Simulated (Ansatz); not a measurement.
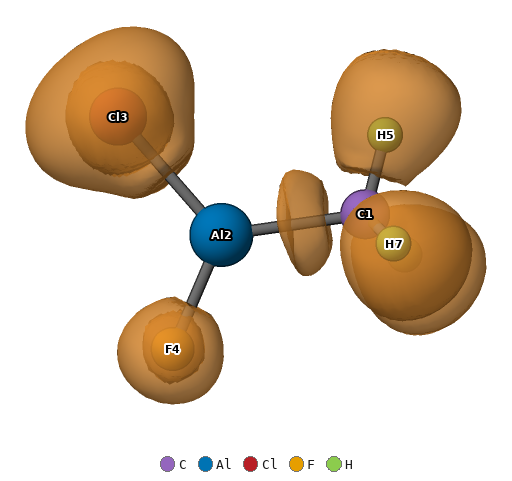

CH₃AlClF. Isosurface of the ELF at 0.8 (orange), seen across its widest extent. Core shells and regions of very low density are left out.

Geometry: B3LYP/6-31G*.

All numbers below come from isolated molecule in a Gaussian basis; Kohn-Sham density functional theory, functional PBE0 in Ansatz.

```yaml
atoms:
  - { symbol: C, position_ang: [0.5910, 0.0384, -1.1993] }
  - { symbol: Al, position_ang: [1.6106, 0.0706, -2.8535] }
  - { symbol: Cl, position_ang: [3.1363, 1.4779, -3.2410] }
  - { symbol: F, position_ang: [1.3194, -1.0291, -4.0569] }
  - { symbol: H, position_ang: [0.9046, 0.8292, -0.5110] }
  - { symbol: H, position_ang: [0.7103, -0.9269, -0.6926] }
  - { symbol: H, position_ang: [-0.4789, 0.1642, -1.4046] }
```

Question: Where are the electrons localised?

Answer: At this value the surface marks out one region between bonded Al–C atoms (shared pairs), three regions around hydrogen nuclei, one region on Cl in which the atom's valence shell and bonds are merged and one region wrapped around F (its valence shell).

Values along the shortest contacts:
Al–F (1.66 Å): the ELF peaks at about 0.85 in the valence shell of F, 0.6 Å from its nucleus, and is about 0.30 at the midpoint. C–Al (1.94 Å): the ELF peaks at about 0.95 between the atoms, as expected for a polar covalent bond.
